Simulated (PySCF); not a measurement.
# CH6AlN: NMR shifts, electronic excitations and K edges in gas and solvents, part 2 of 2

PySCF 2.14.0. Atoms count from 0.

## Step 6: Ultraviolet spectrum: CAM-B3LYP/def2-SVPD in benzene

The job: settings as JSON, then the geometry in Å.

```
{"job": {"kind": "uv", "xc": "CAM-B3LYP", "basis": "def2-SVPD", "solvent": "benzene", "nstates": 6, "ntriplets": 0}, "charge": 0, "multiplicity": 1}
C     -1.221780    -0.340602     0.122139
N     -0.061076     0.286047    -0.465209
Al     1.626805     0.273002     0.091214
H     -1.665507    -1.118174    -0.527591
H     -2.023746     0.383379     0.357049
H     -0.948886    -0.832948     1.068873
H     -0.291940     0.788846    -1.317718
H      2.686972     1.056193    -0.793826
H      1.956724    -0.513383     1.431078
```

Method: TDDFT CAM-B3LYP/def2-SVPD, vertical, IEF-PCM benzene (non-equilibrium linear response), core orbitals frozen in the response.

Output:

```text
coarse grid: 7496 points
cycle   1  E = -338.6379904087  dE = -5.825e-02  |g| = 3.844e-01  |ddm| = 3.680e+00
cycle   2  E = -338.6237753153  dE =  1.422e-02  |g| = 4.831e-01  |ddm| = 8.996e-01
cycle   3  E = -338.6751618156  dE = -5.139e-02  |g| = 2.885e-02  |ddm| = 4.132e-01
cycle   4  E = -338.6754420936  dE = -2.803e-04  |g| = 6.635e-03  |ddm| = 6.660e-02
cycle   5  E = -338.6754554402  dE = -1.335e-05  |g| = 2.414e-03  |ddm| = 1.514e-02
cycle   6  E = -338.6754571306  dE = -1.690e-06  |g| = 6.527e-04  |ddm| = 3.587e-03
final grid: 66328 points
cycle   7  E = -338.7230903869  dE = -1.039e-05  |g| = 2.610e-03  |ddm| = 2.305e-02
cycle   8  E = -338.7230902073  dE =  1.796e-07  |g| = 2.817e-03  |ddm| = 6.543e-03
cycle   9  E = -338.7230920706  dE = -1.863e-06  |g| = 3.296e-04  |ddm| = 2.757e-03
cycle  10  E = -338.7230920920  dE = -2.147e-08  |g| = 9.483e-05  |ddm| = 3.780e-04
cycle  11  E = -338.7230920942  dE = -2.175e-09  |g| = 7.795e-06  |ddm| = 1.416e-04
cycle  12  E = -338.7230920942  dE = -2.603e-11  |g| = 1.504e-06  |ddm| = 2.021e-05
converged SCF energy = -338.7230920942

Static polarisability (au): isotropic 58.661, principal 49.716 56.885 69.383

Singlet excitations
state   eV       nm        f      main configurations
  1   5.6484    219.5   0.16144   H->L 0.98
  2   5.9939    206.9   0.02831   H->L+1 0.78, H->L+2 0.15
  3   6.3191    196.2   0.00006   H-1->L 0.99
  4   7.1092    174.4   0.02223   H->L+3 0.76
  5   7.2562    170.9   0.00881   H->L+4 0.74, H->L+2 0.08
  6   7.4649    166.1   0.09927   H-2->L 0.45, H->L+2 0.33
```

Wall time 7.4 s (1 thread of Intel Xeon Platinum 8259CL at 2.50GHz, shared host); peak memory 0.53 GiB.

Key values: HOMO -8.16 eV, LUMO 0.42 eV; lowest singlet 5.65 eV.

## Step 7: TDDFT and polarisability: CAM-B3LYP/def2-SVPD in dichloromethane

Same as in step 6 but for these lines:

```diff
@@ -1,2 +1,2 @@
-{"job": {"kind": "uv", "xc": "CAM-B3LYP", "basis": "def2-SVPD", "solvent": "benzene", "nstates": 6, "ntriplets": 0}, "charge": 0, "multiplicity": 1}
+{"job": {"kind": "uv", "xc": "CAM-B3LYP", "basis": "def2-SVPD", "solvent": "dichloromethane", "nstates": 6, "ntriplets": 0}, "charge": 0, "multiplicity": 1}
 C     -1.221780    -0.340602     0.122139
```

Method: TDDFT CAM-B3LYP/def2-SVPD, vertical, IEF-PCM dichloromethane (non-equilibrium linear response), core orbitals frozen in the response.

Output:

```text
coarse grid: 7496 points
cycle   1  E = -338.6405690321  dE = -6.056e-02  |g| = 3.822e-01  |ddm| = 3.683e+00
cycle   2  E = -338.6279004122  dE =  1.267e-02  |g| = 4.751e-01  |ddm| = 8.927e-01
cycle   3  E = -338.6774051688  dE = -4.950e-02  |g| = 2.808e-02  |ddm| = 4.035e-01
cycle   4  E = -338.6776832172  dE = -2.780e-04  |g| = 6.790e-03  |ddm| = 6.489e-02
cycle   5  E = -338.6776973449  dE = -1.413e-05  |g| = 2.669e-03  |ddm| = 1.580e-02
cycle   6  E = -338.6776994620  dE = -2.117e-06  |g| = 6.451e-04  |ddm| = 3.868e-03
final grid: 66328 points
cycle   7  E = -338.7253273935  dE = -1.039e-05  |g| = 2.557e-03  |ddm| = 2.307e-02
cycle   8  E = -338.7253272702  dE =  1.233e-07  |g| = 2.730e-03  |ddm| = 6.439e-03
cycle   9  E = -338.7253290127  dE = -1.743e-06  |g| = 3.183e-04  |ddm| = 2.710e-03
cycle  10  E = -338.7253290327  dE = -2.000e-08  |g| = 9.529e-05  |ddm| = 3.705e-04
cycle  11  E = -338.7253290349  dE = -2.216e-09  |g| = 7.737e-06  |ddm| = 1.443e-04
cycle  12  E = -338.7253290350  dE = -2.888e-11  |g| = 1.623e-06  |ddm| = 2.053e-05
converged SCF energy = -338.7253290350

Static polarisability (au): isotropic 66.020, principal 57.270 64.771 76.018

Singlet excitations
state   eV       nm        f      main configurations
  1   5.7037    217.4   0.15707   H->L 0.98
  2   6.0237    205.8   0.02714   H->L+1 0.76, H->L+2 0.18
  3   6.4655    191.8   0.00006   H-1->L 0.99
  4   7.0986    174.7   0.02291   H->L+3 0.74, H->L+4 0.10
  5   7.2691    170.6   0.00863   H->L+4 0.70, H->L+3 0.11
  6   7.4521    166.4   0.02194   H->L+2 0.66, H->L+1 0.15, H->L+4 0.12
```

Run time: 7.1 s. Hardware: 1 thread of Intel Xeon Platinum 8259CL at 2.50GHz, shared host; peak memory 0.53 GiB.

Key values: HOMO -8.10 eV, LUMO 0.54 eV; lowest singlet 5.70 eV.

## Step 8: K-edge absorption: BHandHLYP/def2-SVPD+aug-pcX-1+pcseg-1

Same as in step 7 but for these lines:

```diff
@@ -1,2 +1,2 @@
-{"job": {"kind": "uv", "xc": "CAM-B3LYP", "basis": "def2-SVPD", "solvent": "dichloromethane", "nstates": 6, "ntriplets": 0}, "charge": 0, "multiplicity": 1}
+{"job": {"kind": "xas", "xc": "BHandHLYP", "basis": {"default": "aug-pcX-1", "H": "pcseg-1", "Al": "def2-SVPD"}}, "charge": 0, "multiplicity": 1}
 C     -1.221780    -0.340602     0.122139
```

With the program's defaults for keys left out, this is: core-valence-separated TDA BHandHLYP/aug-pcX-1 H:pcseg-1 Al:def2-SVPD, K edges, non-relativistic, gas phase.

Output:

```text
coarse grid: 7496 points
cycle   1  E = -338.6908735486  dE = -6.131e-02  |g| = 3.525e-01  |ddm| = 2.736e+00
cycle   2  E = -338.6877712885  dE =  3.102e-03  |g| = 3.980e-01  |ddm| = 5.675e-01
cycle   3  E = -338.7213792395  dE = -3.361e-02  |g| = 3.611e-02  |ddm| = 2.970e-01
cycle   4  E = -338.7217143698  dE = -3.351e-04  |g| = 5.424e-03  |ddm| = 4.135e-02
cycle   5  E = -338.7217224924  dE = -8.123e-06  |g| = 1.442e-03  |ddm| = 8.981e-03
final grid: 66328 points
cycle   6  E = -338.7574372655  dE = -2.082e-05  |g| = 1.920e-03  |ddm| = 1.341e-02
cycle   7  E = -338.7574370369  dE =  2.286e-07  |g| = 2.085e-03  |ddm| = 2.954e-03
cycle   8  E = -338.7574379352  dE = -8.983e-07  |g| = 1.909e-04  |ddm| = 1.467e-03
cycle   9  E = -338.7574379425  dE = -7.245e-09  |g| = 4.409e-05  |ddm| = 1.869e-04
cycle  10  E = -338.7574379429  dE = -4.519e-10  |g| = 1.036e-05  |ddm| = 4.536e-05
converged SCF energy = -338.7574379429

C K edge
   eV          f      from atoms
  286.024   0.01121   C0
  286.127   0.00405   C0
  286.775   0.00804   C0
  286.910   0.02868   C0
  287.089   0.03085   C0
  288.003   0.00136   C0
  288.341   0.00182   C0
  288.629   0.00187   C0

N K edge
   eV          f      from atoms
  398.024   0.02198   N1
  399.039   0.01021   N1
  400.189   0.02122   N1
  400.607   0.00387   N1
  401.277   0.00246   N1
  401.309   0.00032   N1
  401.511   0.00049   N1
  401.935   0.00940   N1
```

Run time: 4.4 s. Hardware: 1 thread of Intel Xeon Platinum 8259CL at 2.50GHz, shared host; peak memory 0.53 GiB.

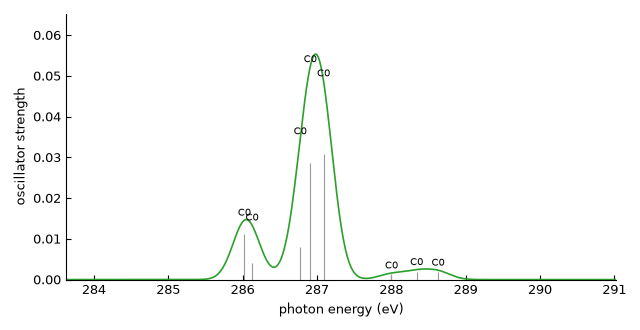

The C K edge. Lines are broadened to a width of 0.40 eV (Gaussian).

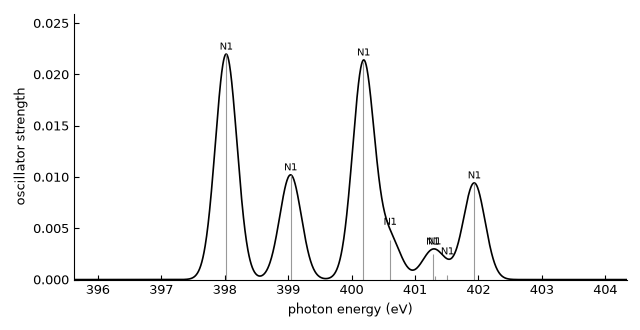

The N K edge. Lines are broadened to a width of 0.40 eV (Gaussian).

## Step 9: Comparing the runs: NMR shifts

Shifts (ppm), means over like atoms, with basis size and wall time:

```csv
run,C0,H7,H3,H6,N1,Al2,functions,time
PBE0/pcSseg-1 in benzene,34.9,4.20,2.95,2.14,79.7,119.3,88,7.3 s
PBE0/pcSseg-1 in dichloromethane,35.0,4.03,2.95,2.24,78.1,111.9,88,4.9 s
```

The continuum's effect on the ground state:

```
        solvent     ε  polarisation energy (Eh)  μ (D)
        benzene  2.27                   -0.0025   1.40
dichloromethane  8.93                   -0.0049   1.49
```

## Step 10: Run by run: electronic excitations

Excitations and ground-state properties, with basis size and wall time:

```
                                   run  lowest singlet (eV)  brightest (eV)      f  gap (eV)  α (Å³)  μ (D)  functions   time
                   CAM-B3LYP/def2-SVPD                 5.70            5.70  0.129      8.54    7.67   1.10        112  7.8 s
        CAM-B3LYP/def2-SVPD in benzene                 5.65            5.65  0.161      8.59    8.69   1.20        112  7.4 s
CAM-B3LYP/def2-SVPD in dichloromethane                 5.70            5.70  0.157      8.64    9.78   1.30        112  7.1 s
```

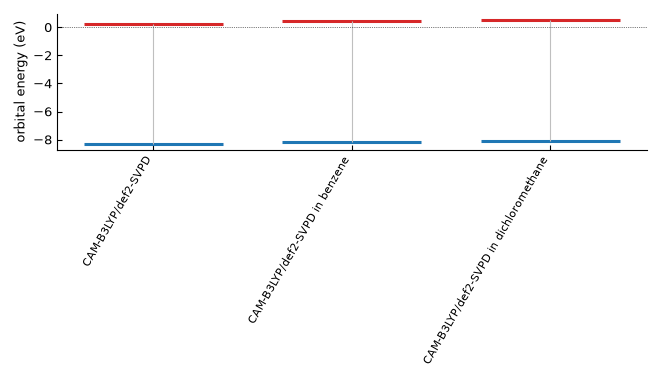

HOMO (blue) and LUMO (red) run by run.

The continuum's effect on the ground state:

```csv
solvent,ε,polarisation energy (Eh),μ (D)
benzene,2.27,-0.0026,1.20
dichloromethane,8.93,-0.0051,1.30
```

## Step 11: Results

The summary covers parts 1 to 2.

| quantity | value |
| --- | --- |
| rotational constants (main isotopes) | 36.31, 5.06, 4.57 GHz |
| 13C shifts against TMS (PBE0/pcSseg-1, benzene) | 34.9 ppm |
| 1H shifts against TMS (PBE0/pcSseg-1, benzene, means over atoms taken as alike) | 4.20, 2.95, 2.14 ppm |
| 15N shifts against NH3 (PBE0/pcSseg-1, benzene) | 79.7 ppm |
| 27Al shifts against AlH4- (PBE0/pcSseg-1, benzene) | 119.3 ppm |
| lowest singlet (CAM-B3LYP/def2-SVPD) | 5.70 eV (217 nm), f = 0.129 |
| C K edge | first line 286.02 eV, strongest 287.09 eV (f = 0.031) |
| N K edge | first line 398.02 eV, strongest 398.02 eV (f = 0.022) |
| range of the shift of Al2 | 111.9 to 119.3 ppm |
| range of the lowest singlet | 5.65 to 5.70 eV |

What this shows: The optimisation took 7 steps and gained 0.589 eV; among the close pairs (by a distance rule), C0–H5 changed most, from 1.055 to 1.101 Å. No frequency check was run at this level, so the end point may be a saddle. At PBE0/pcSseg-1: Shielding is most anisotropic at N1 (span 121 ppm, paramagnetic term -133 ppm). The lowest singlet, at 5.70 eV, is HOMO→LUMO 0.98 and is bright. At the C edge the strongest single line lifts a 1s electron of C0 into several orbitals, led by LUMO+6 (weight 0.63), 1.1 eV above the first line. At the N edge the strongest single line lifts a 1s electron of N1 into LUMO (weight 0.90), and it is the first line. Absolute edge energies from this method are off by several eV; spacings are better. Across the 2 runs the shift of Al2 moves most, between 111.9 (PBE0/pcSseg-1 in dichloromethane) and 119.3 ppm (PBE0/pcSseg-1 in benzene). Part of that comes from the computed reference. The continuum holds electrostatics alone: no hydrogen bonds to the solvent, and the gas-phase geometry is kept. The lowest singlet runs from 5.65 eV (CAM-B3LYP/def2-SVPD in benzene) to 5.70 eV (CAM-B3LYP/def2-SVPD in dichloromethane), while the orbital gap spans 8.54 to 8.64 eV. The lowest state need not be the same one in every run.
